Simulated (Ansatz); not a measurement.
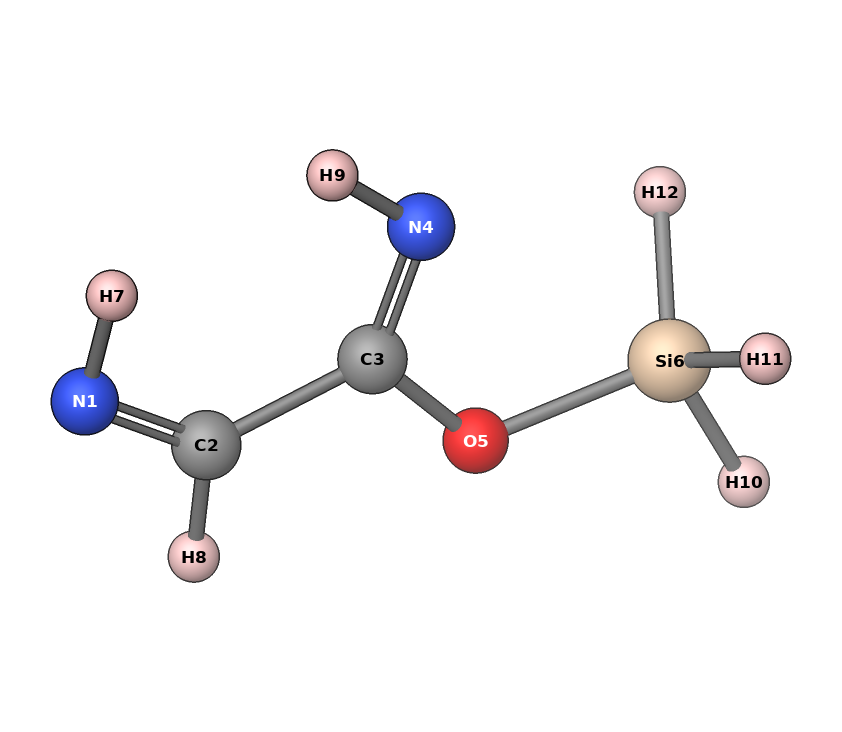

Distant atoms are faded towards the background colour. The computed structure is the end point of a PBE0-D4/def2-TZVP optimisation. No frequency run is at hand to confirm it as a minimum.

> Find the stereocentres and stereogenic double bonds.

Double bonds: N1=C2, C3=N4.

> What are the Cahn–Ingold–Prelog descriptors?

N1=C2: Z; C3=N4: E.
